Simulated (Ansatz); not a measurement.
```yaml
crystal:
  periodic: [false, false, false]
  atoms:
    - {symbol: F, position_ang: [-1.201051, -1.178595, 0.822528]}
    - {symbol: Si, position_ang: [-0.327285, -0.903393, -0.494454]}
    - {symbol: C, position_ang: [0.603466, 0.687061, -0.296715]}
    - {symbol: H, position_ang: [-0.804166, 1.240708, 3.058235]}
    - {symbol: H, position_ang: [-1.267147, -0.843776, -1.642510]}
    - {symbol: H, position_ang: [0.594512, -2.055615, -0.660650]}
    - {symbol: H, position_ang: [-0.079302, 1.527804, -0.155803]}
    - {symbol: H, position_ang: [1.202077, 0.882078, -1.191081]}
    - {symbol: H, position_ang: [1.278895, 0.643830, 0.560449]}
basis:
  gaussian: {orbitals: def2-TZVPP}
magnetization: {spin_polarized: true, initial_magnetization: 1}
hamiltonian: {xc: lda}
```

Work out the structure from the coordinates.

It has 9 atoms: 1 carbon, 6 hydrogen, 1 fluorine and 1 silicon (CH6FSi). Judged by distances it falls into 2 fragments: CH5FSi, H. This geometry has Cs symmetry. It is an open-shell species. Coordination: 1 Si tetrahedral; 1 C tetrahedral.

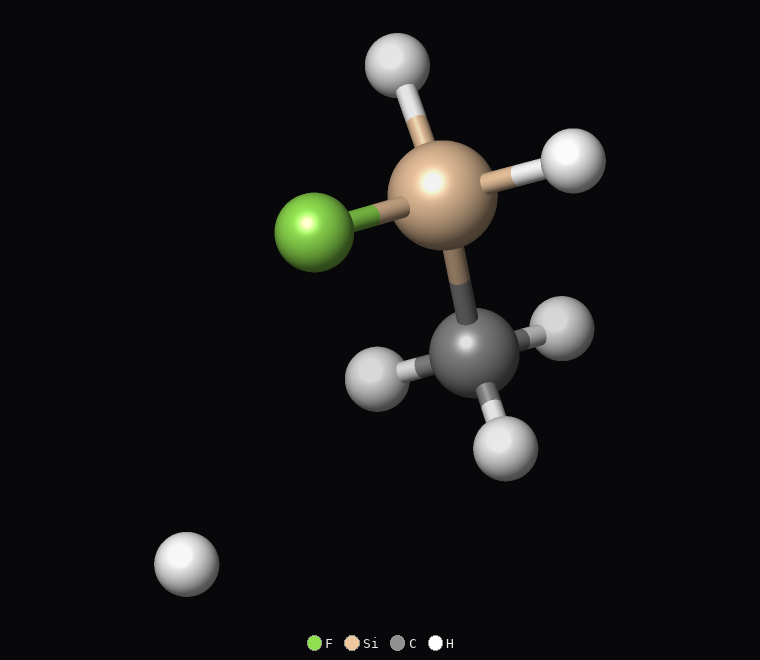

Source: calculation with Ansatz.
